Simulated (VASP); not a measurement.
Band structure of MnS (space group Fm-3m). Method: r2SCAN meta-GGA, VASP's PBE PAW potentials (set 64) (plane waves; VASP).

The moments were started parallel, and other spin orders were not tried in this run.

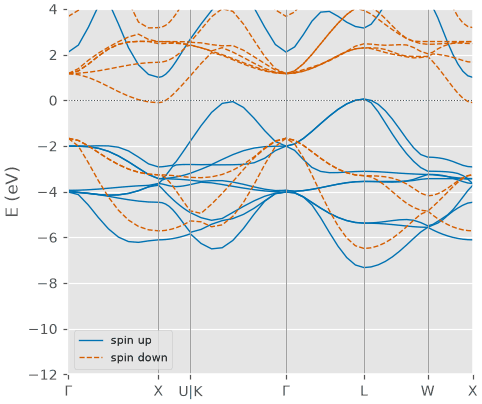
Figure: Bands along high-symmetry lines, zero at the valence-band maximum or, without a gap, the Fermi level

Task: Read the plot: is there a gap, and where are the band edges?

Result: It has no gap at this level: it comes out as a metal or semimetal.

The structure comes from a measured MnS entry (Fm-3m) of the Crystallography Open Database, whose conditions weren't checked. It was relaxed first.
